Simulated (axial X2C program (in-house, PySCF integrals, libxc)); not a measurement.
# Relativistic diatomic calculation for MnB⁺

MnB⁺, single determinant with Ω = 7/2. Computed at this level: HF, two-component X2C with atomic mean-field Coulomb and Gaunt terms, Mn dyall-cv3z, B dyall-v3z (cores contracted) (axial X2C program (in-house, PySCF integrals, libxc)).

**The program's output**
```
two-component X2C + atomic mean field  HF
basis functions 150  fitting functions 863  grid points 5078
iter        total energy     max residual
   1      -1181.355845480     1.29e-01
   2      -1181.390147412     2.58e-02
   3      -1181.402682037     2.54e-02
   4      -1181.408522620     1.77e-02
   5      -1181.414189116     6.79e-03
   6      -1181.414950144     4.31e-03
   7      -1181.415667207     2.55e-03
   8      -1181.416069257     1.45e-03
   9      -1181.416246395     3.58e-04
  10      -1181.416264661     1.86e-04
  11      -1181.416267973     8.52e-05
  12      -1181.416268603     4.24e-05
  13      -1181.416268814     4.03e-05
  14      -1181.416268881     3.88e-05
  15      -1181.416268946     3.70e-05
  16      -1181.416269085     3.28e-05
  17      -1181.416269457     1.75e-05
  18      -1181.416269604     2.75e-06
  19      -1181.416269608     2.17e-06
  20      -1181.416269608     1.78e-06
converged
one-electron -1682.99707602  Coulomb 524.97028013  exact exchange -55.16607775  xc functional 0.00000000  nuclear repulsion 32.07912287  atomic mean-field constant -0.30251884
correlated 9  virtual 241  natural virtual 90  E(MP2) -0.157437668  MP2 remainder -0.005252572
iter   CCSD correlation   residual
   1     -0.168507574   1.26e-01
   2     -0.178782209   7.06e-02
   3     -0.181666120   3.65e-02
   4     -0.183370067   2.24e-02
   5     -0.184137018   1.21e-02
   6     -0.184313600   5.88e-03
   7     -0.184467724   2.95e-03
   8     -0.184489372   1.51e-03
   9     -0.184510420   8.16e-04
  10     -0.184519143   3.81e-04
  11     -0.184530209   1.84e-04
  12     -0.184532708   9.93e-05
  13     -0.184534498   6.26e-05
  14     -0.184534327   3.73e-05
  15     -0.184534463   2.20e-05
  16     -0.184534617   1.34e-05
  17     -0.184534788   8.46e-06
  18     -0.184534905   5.37e-06
  19     -0.184534970   2.98e-06
  20     -0.184535022   1.62e-06
  21     -0.184535030   8.29e-07
(T) -0.006976311868808236  T1 0.0623  D1 0.1530  max T2 0.095
```

**The points of the curve**

| R (Å) | E (hartree) | dipole (D; origin at the first atom, positive when the second is positive) | highest filled (eV) | lowest empty (eV) |
| --- | --- | --- | --- | --- |
| 1.876 | −1181.392278 | −0.63 | −14.27 | −5.45 |
| 1.938 | −1181.402662 | −0.55 | −14.23 | −5.51 |
| 2.000 | −1181.410469 | −0.40 | −14.13 | −5.55 |
| 2.062 | −1181.416270 | −0.18 | −14.04 | −5.57 |
| 2.134 | −1181.421106 | 0.16 | −13.86 | −5.56 |
| 2.206 | −1181.424407 | 0.44 | −13.95 | −5.54 |
| 2.299 | −1181.427146 | 0.85 | −13.94 | −5.48 |

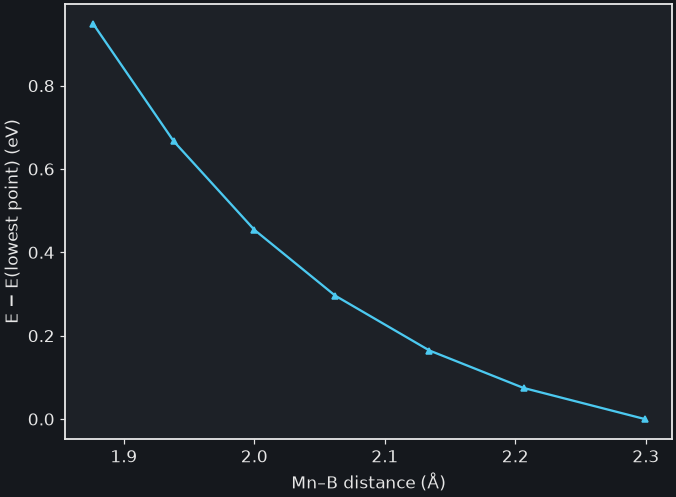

Fig. 1: Energy at 7 bond lengths, for one set of occupations held fixed; the line joins the points. The lowest point is at 2.30 Å, the end of the range, so no minimum is bracketed. The whole curve lies above Mn⁺ + B, so the molecule isn't bound against them at this level.

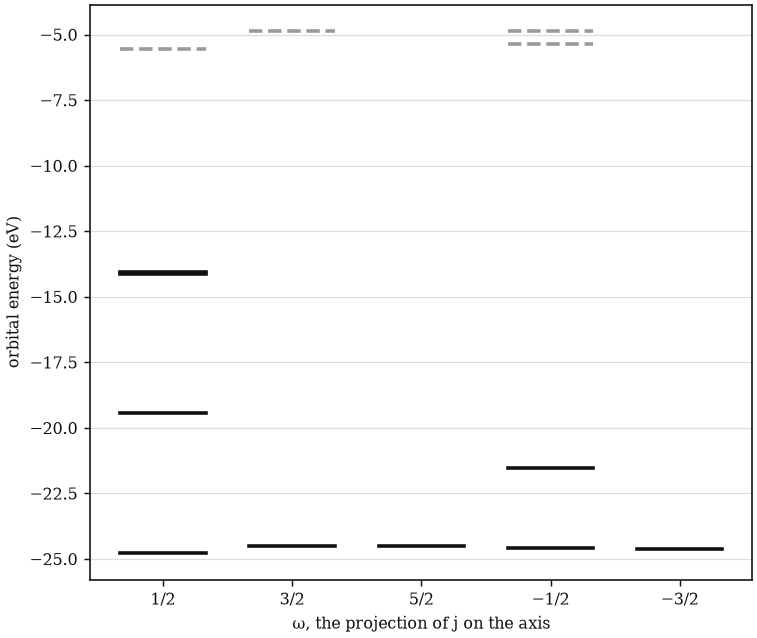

Fig. 2: Orbital energies near the frontier at 2.06 Å, filled (solid) and empty (dashed). The highest filled spinor (1/2; 76 % B p, 11 % Mn d) lies at −14.04 eV, the lowest empty one (1/2; 50 % Mn p, 28 % B p) at −5.57 eV.

**Input file**
```
{"zs": [25, 5], "q": 1, "bas": ["dyall-cv3z", "dyall-v3z"], "levels": ["PBE0", "HF", "PBEsol"], "cc": true, "r0": 2.04, "thr": -2.0, "nmax": 90, "npts": 10, "nst": 2, "ntry": 6}
```

The line is the task of a batch: nuclear charges, charge, bases, the levels to run, a first guess of the distance and further settings. This report covers HF with spin-orbit coupling. The log is that of the reference distance 2.062 Å.

Launched within a batch (the task file carries these settings):
```bash
python <driver script> task.json out
```

**Summary**

- outcome: converged
- hardware: 1 thread of Intel Xeon (Sapphire Rapids), 288 GiB of memory available, shared host
- wall time: 3.6 s

**Notes**

Hartree–Fock lacks correlation, so it usually binds too weakly. Caveats: 7 of the 10 points asked for were kept.
